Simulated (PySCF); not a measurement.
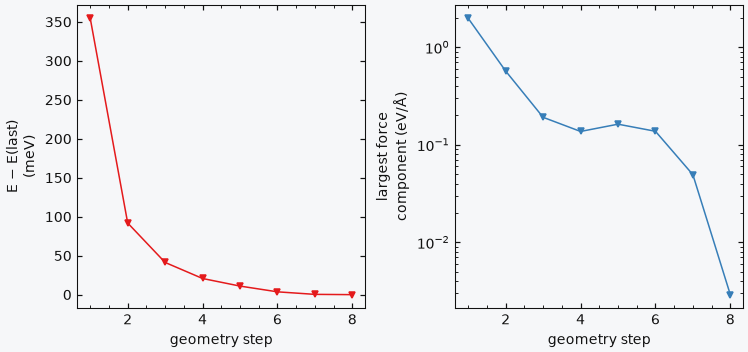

History of a geometry optimisation. The run: TeBr3 molecule, multiplicity 2, by UKS-based B3LYP, Te def2-SVP with ECP28, Br def2-SVP; non-relativistic Hamiltonian with scalar-relativistic core potentials; density fitting in PySCF. The start has point group C2v, which is kept. A held symmetry can leave a saddle point.

The optimisation met its thresholds at geometry 8, counting the start as the first. The energy fell by about 350 meV from the first step to the last. The largest force component goes from about 2 eV/Å at the start to 2.9 × 10⁻³ eV/Å at the end.
